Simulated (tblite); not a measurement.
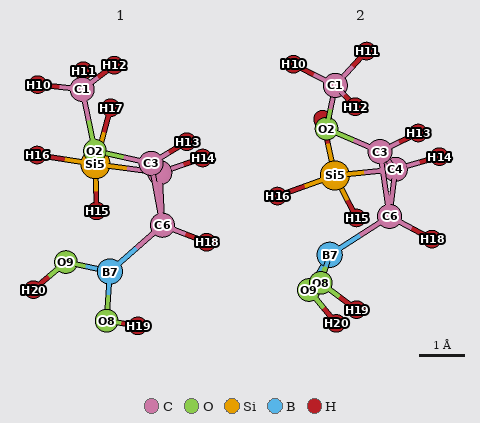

Two geometries of C$_{4}$H$_{11}$BO$_{3}$Si, drawn at one scale. One is the start of a relaxation, the other its converged end. A ball-and-stick model, seen from a free direction.

Method: GFN2-xTB geometry optimisation, gas phase in tblite. 

Which of the two is the end point?

Answer. Structure 1 is the relaxed one. After 153 geometry steps the energy has fallen by 2.483 eV. The largest move after the best rigid fit is that of H20, 1.66 Å. Largest moves by element: H 1.66 Å, O 1.16 Å, C 0.61 Å, B 0.59 Å, Si 0.40 Å. Among the contacts that change: Si5–O9 2.946 → 2.607 Å, B7–O8 1.477 → 1.360 Å, B7–O9 1.457 → 1.347 Å, O8–H19 1.011 → 0.955 Å. Among the angles between lasting bonds that change: B7–O8–H19 104.7° → 116.6°, C6–B7–O8 113.0° → 124.7°, C4–Si5–H17 113.5° → 101.9°. Groups turn about O2–C3 by about 60°, C4–Si5 by about 25°.
